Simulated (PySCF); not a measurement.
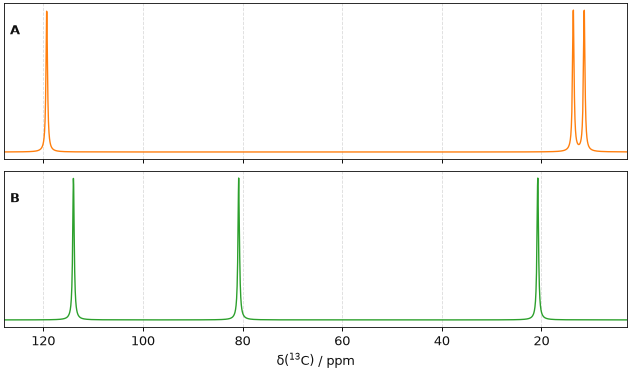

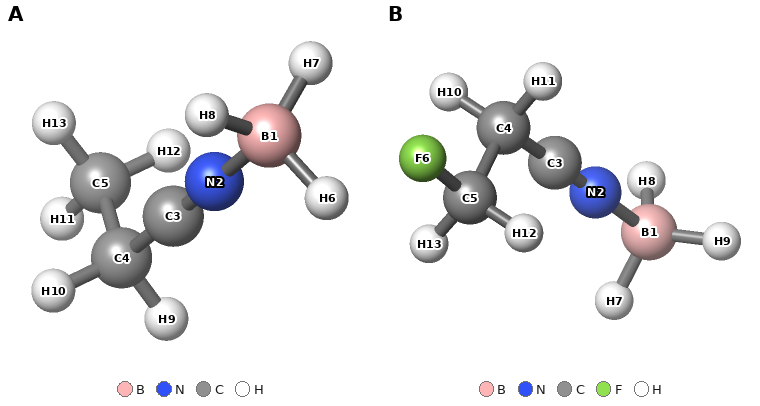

Related molecules: A is C₃H₈BN, SMILES [BH3-][N+]#CCC; B is C₃H₇BFN, SMILES [BH3-][N+]#CCCF. GIAO ¹³C shifts against TMS, PBE0/pcSseg-2 with PySCF 2.14.0, at a PBE0-D3(BJ)/def2-SVP geometry (no frequency check); fully decoupled, line heights follow the number of nuclei within a panel, widths are arbitrary (no quadrupolar broadening); values of one conformer, averaged over methyl-type rotors and exact or near symmetry; other conformers aren't averaged in.

**Assign the ¹³C signals of each molecule.**

A: 119.3 (C3); 13.6 (C4); 11.4 (C5)
B: 113.9 (C3); 80.8 (C5); 20.7 (C4)
